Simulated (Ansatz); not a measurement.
**C2H6Si (vinylsilane) at PBE0/6-311+G(d,p)**

Aim: the vertical ionisation energy of C2H6Si (vinylsilane) at PBE0/6-311+G**, from 2 runs. 

The calculation is run with Ansatz 0.2.0.

51 further runs of the same task are left out: 51 set aside as unsound or not needed.

### Step 1. Starting point

C2H6Si: 9 atoms, total charge 0, spin state singlet. As SMILES, `C=C[SiH3]`. The coordinates come from a PBE0-D4/def2-TZVP relaxation.

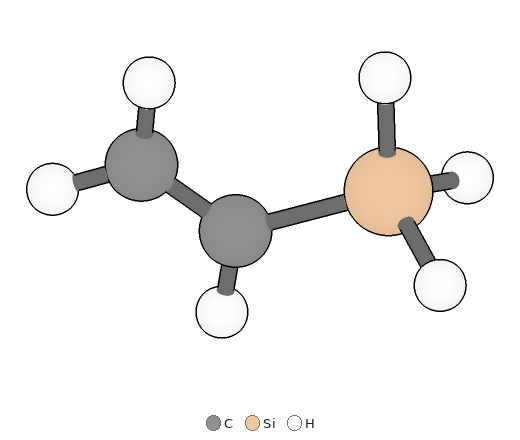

The structure, seen from a chosen angle (carbon grey, silicon light orange, hydrogen white).

### Step 2. A single-point energy at PBE0/6-311+G(d,p)

Contents of input.yaml:

```yaml
crystal:
  periodic: [false, false, false]
  atoms:
    - symbol: C
      position_ang: [-0.713700, 0.870200, -1.048300]
    - symbol: C
      position_ang: [-0.071300, 0.712500, 0.105600]
    - symbol: Si
      position_ang: [0.560600, -0.932000, 0.700100]
    - symbol: H
      position_ang: [-0.905700, 0.033000, -1.713900]
    - symbol: H
      position_ang: [-1.076700, 1.838600, -1.381500]
    - symbol: H
      position_ang: [0.089400, 1.592000, 0.727600]
    - symbol: H
      position_ang: [2.035800, -0.893900, 0.893800]
    - symbol: H
      position_ang: [0.223400, -1.972400, -0.307300]
    - symbol: H
      position_ang: [-0.053200, -1.294300, 2.006700]
basis:
  gaussian:
    orbitals: 6-311+G_st__st_-spherical.json
hamiltonian:
  xc: pbe0
accuracy: high
output: {orbitals: {seedname: orbitals}}
```

The basis set 6-311+G** is read from a file made from the Basis Set Exchange's data (not shown).

Run with:

```console
$ ansatz run input.yaml --threads 1 --pin off --max-ram 3480MiB --events-out events.jsonl --progress --plain --runs-dir runs
```

What it wrote:

```text
Warning: RAYON_NUM_THREADS=1 ignored (pool sized by the plan → 1); use --threads N
Functional definition: PBE0
  name "PBE0"
  parameter a = 0.25
  parameter kappa = 0.804
  parameter beta = 0.06672455060314922
  exchange = (1 - a)*pbe_x(kappa = kappa, mu = beta*pi^2/3) + a*exact_x
  correlation = pbe_c(beta = beta)
2118 factors; integrals over basis functions are off by at most 8.2e-9 eV
mean field evaluation 1: about -10037.2391 eV, gradient 4.9e1 eV
mean field evaluation 2: about -10034.3023 eV, gradient 5.7e1 eV
mean field evaluation 4: about -10043.1231 eV, gradient 2.7e0 eV
mean field evaluation 8: about -10043.1381 eV, gradient 1.4e-2 eV
mean field evaluation 16: about -10043.1381 eV, gradient 4.9e-7 eV
mean field -10043.13813331 eV, -369.0785189156 hartree, gradient 5.6e-8 eV, S^2 0.000000; 0 other end points of the search recorded, 0 dependent functions left out
reference -10043.13813823 eV, -369.0785190965 hartree; 16, 16 occupied and 94, 94 virtual orbitals, 2118 factors
Total energy: -10043.13813823 eV, -369.0785190965 hartree
```

It took 4.5 s on 1 thread of Intel Xeon 6975P-C (Granite Rapids), shared host; peak memory 0.34 GiB.

### Step 3. The doublet cation at the same level

Contents of molecule.yaml:

```yaml
crystal:
  periodic: [false, false, false]
  atoms:
    - {symbol: C, position_ang: [-0.713700, 0.870200, -1.048300]}
    - {symbol: C, position_ang: [-0.071300, 0.712500, 0.105600]}
    - {symbol: Si, position_ang: [0.560600, -0.932000, 0.700100]}
    - {symbol: H, position_ang: [-0.905700, 0.033000, -1.713900]}
    - {symbol: H, position_ang: [-1.076700, 1.838600, -1.381500]}
    - {symbol: H, position_ang: [0.089400, 1.592000, 0.727600]}
    - {symbol: H, position_ang: [2.035800, -0.893900, 0.893800]}
    - {symbol: H, position_ang: [0.223400, -1.972400, -0.307300]}
    - {symbol: H, position_ang: [-0.053200, -1.294300, 2.006700]}
basis:
  gaussian:
    orbitals: 6-311+G_st__st_-spherical.json
output:
  orbitals: {seedname: orbitals}
total_charge: 1
hamiltonian:
  xc: pbe0
magnetization:
  spin_polarized: true
  initial_magnetization: 1
accuracy: high
```

The basis set 6-311+G** is read from a file made from the Basis Set Exchange's data (not shown).

Run with:

```console
$ ansatz run molecule.yaml --threads 1 --pin off --max-ram 3480MiB --events-out events.jsonl --progress --plain --runs-dir runs
```

What it wrote:

```text
Warning: RAYON_NUM_THREADS=1 ignored (pool sized by the plan → 1); use --threads N
Functional definition: PBE0
  name "PBE0"
  parameter a = 0.25
  parameter kappa = 0.804
  parameter beta = 0.06672455060314922
  exchange = (1 - a)*pbe_x(kappa = kappa, mu = beta*pi^2/3) + a*exact_x
  correlation = pbe_c(beta = beta)
2118 factors; integrals over basis functions are off by at most 8.2e-9 eV
mean field evaluation 1: about -10017.9183 eV, gradient 5.1e1 eV
mean field evaluation 2: about -9991.9070 eV, gradient 7.9e1 eV
mean field evaluation 4: about -10032.4345 eV, gradient 7.7e0 eV
mean field evaluation 8: about -10032.8518 eV, gradient 3.9e-1 eV
mean field evaluation 16: about -10032.9782 eV, gradient 9.4e-4 eV
mean field evaluation 32: about -10032.9782 eV, gradient 1.3e-7 eV
mean field -10032.97816440 eV, -368.7051469450 hartree, gradient 3.7e-8 eV, S^2 0.755249; 2 other end points of the search recorded, 0 dependent functions left out
reference -10032.97817066 eV, -368.7051471749 hartree; 16, 15 occupied and 94, 95 virtual orbitals, 2118 factors
Total energy: -10032.97817066 eV, -368.7051471749 hartree
```

Run time: 9.9 s. Hardware: 1 thread of Intel Xeon 6975P-C (Granite Rapids), shared host; peak memory 0.47 GiB.

### Step 4. Results

Level: PBE0/6-311+G**.

| quantity | value |
| --- | --- |
| singlet C2H6Si: total energy | -369.07852 Eh |
| singlet C2H6Si: HOMO energy | -8.00 eV |
| singlet C2H6Si: LUMO energy | -0.51 eV |
| singlet C2H6Si: HOMO–LUMO gap | 7.49 eV |
| doublet cation: total energy | -368.70515 Eh |
| doublet cation: HOMO energy (highest over α and β) | -14.96 eV |
| doublet cation: LUMO energy (lowest over α and β) | -12.29 eV |
| doublet cation: ⟨S²⟩ | 0.755 |
| vertical ionisation energy (to the doublet cation) | 10.160 eV |

The vertical ionisation energy comes to 10.16 eV (234 kcal/mol). −ε(HOMO) before ionisation, 8.00 eV, is 2.16 eV below this ionisation energy.
